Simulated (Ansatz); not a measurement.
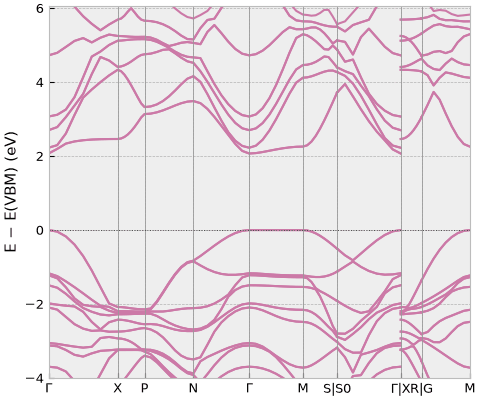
*Band structure from the program Ansatz at the r²SCAN with spin–orbit coupling level (PAW)*

Task: Read off the gap and where the band edges lie.

Result: About 2.1 eV (2.07 eV by a search for the band edges); maximum at Γ, minimum at Γ.

The material is Ta₂O₅ in space group I4/mmm (No. 139; Ta on 4e, O on 2a, O on 8f).

The workflow started from a Materials Project entry (that database holds measured and hypothetical structures alike); the Crystallography Open Database copy checked does not list it. COD files the formula under space group No. 49, so this cell is another polymorph or a model. Its standing as an ambient phase is unchecked. The r²SCAN relaxation kept the symmetry of its start. At this level the phase is dynamically unstable (imaginary phonons). No spin polarisation was allowed.

Potentials: the later of the program's two PAW sets.
